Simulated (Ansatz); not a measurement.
# AgBGeHSi (doublet): what the fields show

Input file:

```
crystal:
  periodic: [false, false, false]
  atoms:
    - symbol: Ag
      position_ang: [-0.854432, -4.001374, 2.122930]
    - symbol: B
      position_ang: [-1.115880, -1.943875, 1.219223]
    - symbol: Ge
      position_ang: [-0.068251, -0.432038, 0.191925]
    - symbol: Si
      position_ang: [0.778990, -2.480979, 0.920125]
    - symbol: H
      position_ang: [-2.274472, -1.712293, 1.448193]
basis:
  gaussian: {orbitals: def2-TZVPD}
magnetization: {spin_polarized: true, initial_magnetization: 1}
hamiltonian: {xc: {name: PBE0}}
output: {forces: true, orbitals: {seedname: orbitals}}
```

Launched as:

```sh
ansatz run input.yaml --threads 2 --pin off --max-ram 4350MiB --events-out events.jsonl --progress --plain --runs-dir runs
```

Geometry: B3LYP-D3(BJ)/def2-SVP; core potentials replace the inner electrons of Ag.

Level of theory: isolated molecule in a Gaussian basis; Kohn-Sham density functional theory, functional PBE0 in Ansatz.

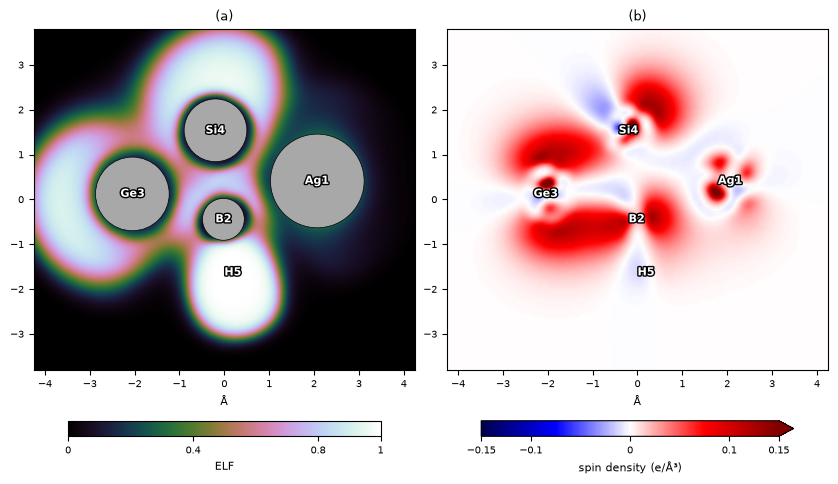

Figure 1. (a) electron localisation function; (b) spin density (α minus β) on the molecular plane. Grey discs cover the atomic cores in the ELF map.

**Read the bonding off the picture.**

The plane passes through Ag, B, Ge, Si and H nuclei. Si–B (1.99 Å): the ELF peaks at about 0.80 between the atoms (a covalent bond). Ge–B (2.11 Å): the ELF peaks at about 0.80 between the atoms, as expected for a shared electron pair. Ag–B (2.26 Å): the ELF peaks at about 0.70 in the valence shell of B, 0.8 Å from its nucleus, and is about 0.30 at the midpoint. Si–Ge (2.33 Å): the ELF reaches about 0.60 near the midpoint. Si–Ag (2.54 Å): the ELF peaks at about 0.60 in the valence shell of Si, 1.0 Å from its nucleus, and is about 0.35 at the midpoint. The unpaired spin (1 electron) lies mostly on Ge3 (about 0.5), Si4 (about 0.3), B2 (about 0.2) and Ag1 (about 0.1), in electrons by Hirshfeld's partition.

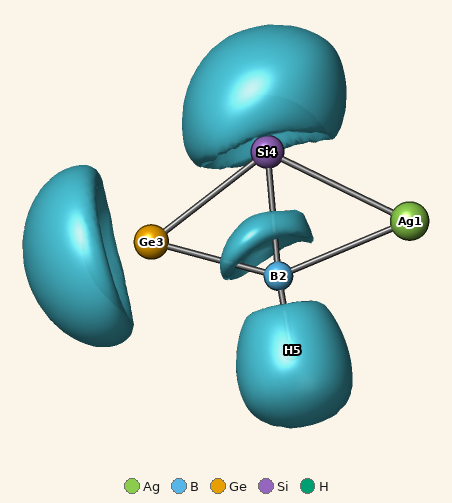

Figure 2. Isosurface of the electron localisation function at 0.75 (cyan), seen across its widest extent. Core shells and regions of very low density are left out.

**Identify the bonds, lone pairs and shells in this picture.**

The ELF exceeds this value in one region between bonded B–Si atoms (shared pairs), one region around a hydrogen nucleus, one lobe on Ge, pointing away from the bonds (non-bonding electrons) and one lobe on Si, pointing away from the bonds (non-bonding electrons).

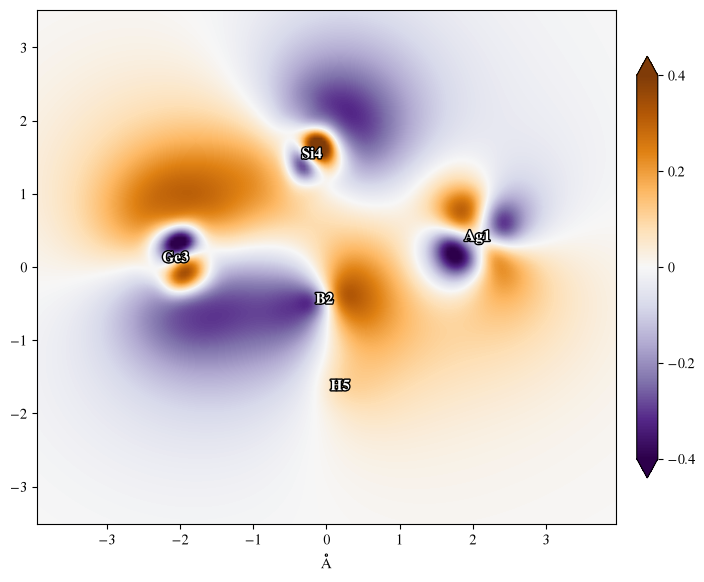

Figure 3. The HOMO (α) on the molecular plane (values in Å⁻³ᐟ²; the overall sign is arbitrary).

**Where does this orbital lie, and at what energy?**

Its weight (Hirshfeld) is mainly on Ge3 (about 40 %), Si4 (about 30 %), B2 (about 15 %) and Ag1 (about 15 %); it is symmetric in the molecular plane (an in-plane orbital: σ, lone-pair or in-plane π type). Its energy is −5.52 eV.
